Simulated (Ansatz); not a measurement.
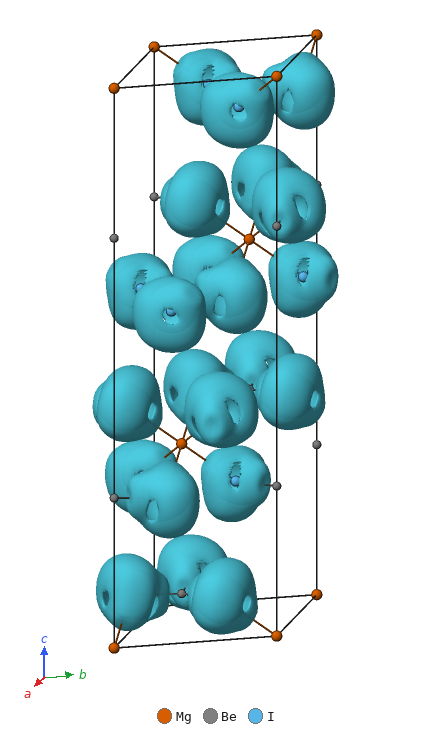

The picture shows: MgBe$_{2}$I$_{6}$. Isosurface of the electron localisation function at 0.7 (cyan), seen slightly off an axis. Only the valence region is drawn (cores and ρ < 0.01 e/Å³ removed). Sticks mark near contacts.

Space group R-3; a structure generated by program, which may or may not match a known phase.

Method: Ansatz 0.2.0, DFT r2SCAN, scalar-relativistic, plane waves, PAW.

```
Mg Be I
1.0
    -3.61455    6.26058    0.00000
     7.22909    0.00000    0.00000
     0.00000    0.00000  -24.67320
Mg Be I
3 6 18
Direct
  0.33333 0.66667 0.66667
  0.66667 0.33333 0.33333
  0.00000 0.00000 0.00000
  0.00000 0.00000 0.73209
  0.33333 0.66667 0.39876
  0.66667 0.33333 0.06542
  0.33333 0.66667 0.93458
  0.66667 0.33333 0.60124
  0.00000 0.00000 0.26791
  0.31644 0.97760 0.92747
  0.64977 0.64426 0.59414
  0.98311 0.31093 0.26080
  0.66116 0.68356 0.92747
  0.99449 0.35023 0.59414
  0.32782 0.01689 0.26080
  0.02240 0.33884 0.92747
  0.35573 0.00551 0.59414
  0.68907 0.67218 0.26080
  0.01689 0.68907 0.73920
  0.35023 0.35574 0.40586
  0.68356 0.02240 0.07253
  0.67218 0.98311 0.73920
  0.00551 0.64977 0.40586
  0.33884 0.31644 0.07253
  0.31093 0.32782 0.73920
  0.64426 0.99449 0.40586
  0.97760 0.66116 0.07253
```

> Where are the electrons localised?

At this value the surface marks out 18 regions wrapped around I (the valence shell of each), counted in one cell of 27 atoms. Regions shared between cells count once. Along the contacts the grid gives the following. Be–I (2.32 Å): the ELF peaks at about 0.90 between the atoms, as expected for a shared but strongly polarised pair. Mg–I (2.97 Å): the ELF peaks at about 0.85 in the valence shell of I, 1.3 Å from its nucleus, and falls to about 0 next to Mg: a closed-shell, largely ionic contact.

> What Bader charges does the calculation give?

Electrons move from Mg and Be towards I. Bader charges: Mg +1.68, Be +1.63 and I −0.82 e.
